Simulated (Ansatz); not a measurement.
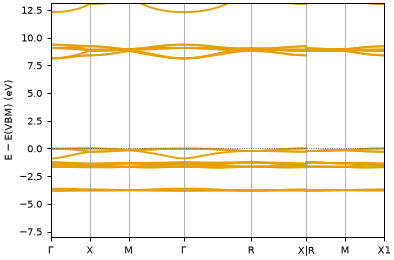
Figure. Band structure from DFT-r²SCAN+D4 in the program Ansatz with PAW potentials

Task: Read off the gap and where the band edges lie.

Result: About 8.1 eV (8.13 eV by a search for the band edges); maximum at X, minimum at Γ.

The material is N (α-N2, Pa-3).

Symmetry was held in the r²SCAN+D4 relaxation. The substance is a gas or liquid at ambient conditions; this is its low-temperature solid. Point labels and valley counts follow the cell and symmetry of the run, lower than the named group.

Potentials: the later of the program's two PAW sets.
